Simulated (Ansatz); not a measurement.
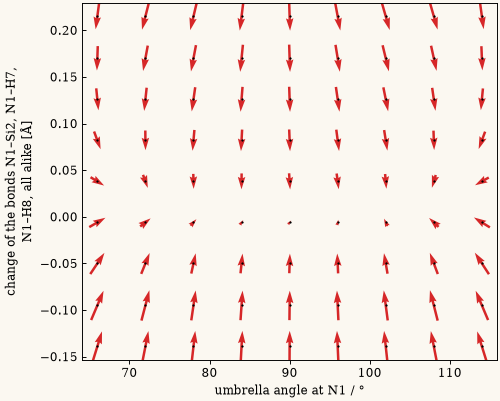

CH₆AlNO₂Si, SMILES N[SiH]1C[O][Al]1[OH]. 
- The first coordinate is: umbrella angle at N1 (between each of its bonds and their common axis; 90 is planar); the second: change of the bonds N1–Si2, N1–H7, N1–H8, all alike.
- Nothing is relaxed (all other coordinates rigid).
- The grid has 9 × 9 points.
- Points are written as (first, second).
- All numbers below come from Ansatz 0.2.0, RKS PBE-D4/def2-SVP.

The picture shows dots at the grid points, arrows along the force (downhill), their lengths compressed.

### The arrows alone are given. Where is the energy lowest?

The arrows converge at about (99°, 0.000 Å) (read from the interpolated surface).

The energy map of the same scan:

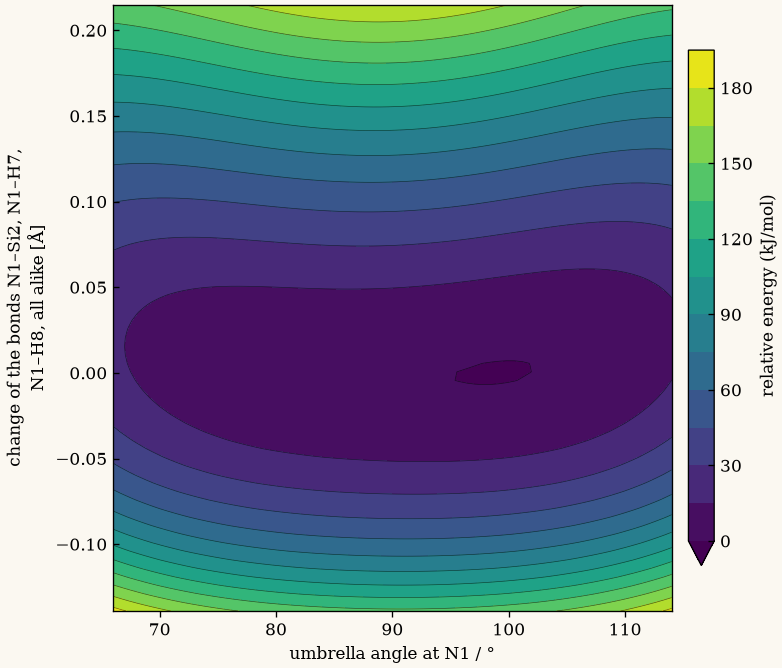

Energies are in kJ/mol, from the lowest grid point; between grid points the surface is interpolated.
